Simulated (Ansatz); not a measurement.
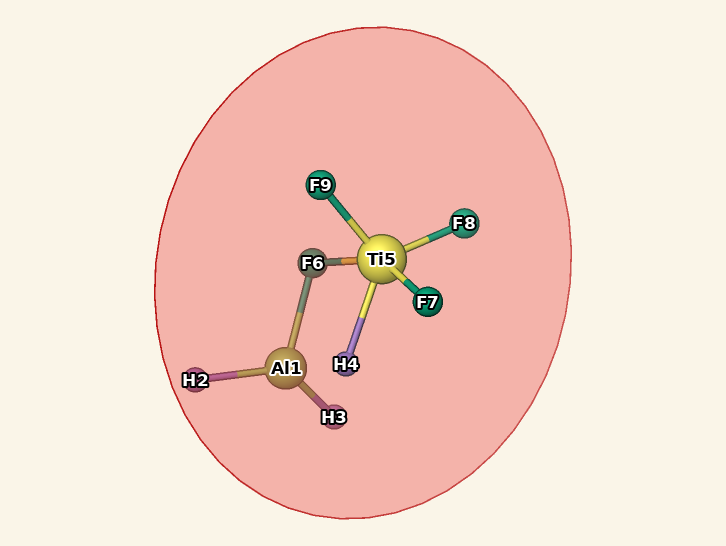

A disc through the centre of mass is drawn in. Atoms fade into the background with distance from the viewer. Charge 0, singlet. The geometry was computed by an optimisation with PBE0-D4/def2-TZVP.

Is the plane of the disc a mirror plane of the structure?

Answer. No. The point group is Cs, with 1 mirror plane, and this plane isn't one of its mirror planes.
